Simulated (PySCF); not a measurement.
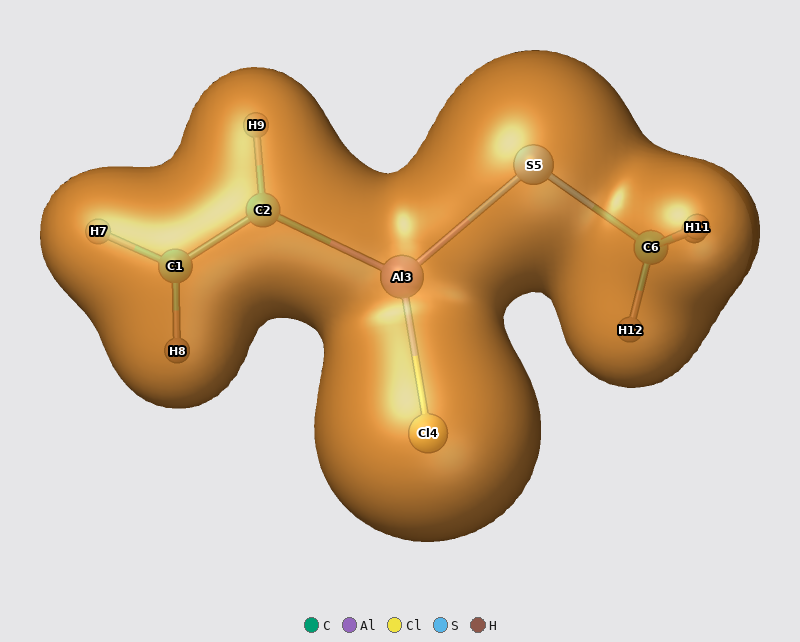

The picture shows: C3H6AlClS (SMILES C=[CH][Al]([Cl])[S]C). Isosurface of the electron density at 0.1 e/Å³ (orange), seen across its widest extent.

Geometry: GFN2-xTB.

All numbers below come from PySCF, CAM-B3LYP/def2-SVPD, SCF density, gas phase.

| atom | x (Å) | y (Å) | z (Å) |
| --- | --- | --- | --- |
| C | 3.0753 | 0.2949 | 0.0766 |
| C | 1.9509 | 0.4877 | 0.7636 |
| Al | 0.1967 | -0.0901 | 0.0672 |
| Cl | -0.1042 | -1.0204 | -1.7140 |
| S | -1.4983 | 0.3626 | 1.4164 |
| C | -2.9740 | -0.2699 | 0.5242 |
| H | 4.0497 | 0.6018 | 0.4348 |
| H | 3.0694 | -0.1873 | -0.8915 |
| H | 2.0230 | 0.9795 | 1.7331 |
| H | -3.4436 | -1.0206 | 1.1516 |
| H | -3.6521 | 0.5640 | 0.3744 |
| H | -2.6917 | -0.7029 | -0.4330 |

### Which contacts does the surface bridge?

At this value the surface is in one piece. It bridges the sampled C–C (1.33 Å), C–S (1.84 Å), C–Al (1.97 Å) and Al–Cl (2.03 Å) contacts, where the density stays above the isovalue. On the grid the lowest density along these lines, outside the cores, is 2.3 e/Å³ (C–C, 1.33 Å), 1.2 e/Å³ (C–S, 1.84 Å), 0.61 e/Å³ (C–Al, 1.97 Å) and 0.59 e/Å³ (Al–Cl, 2.03 Å).
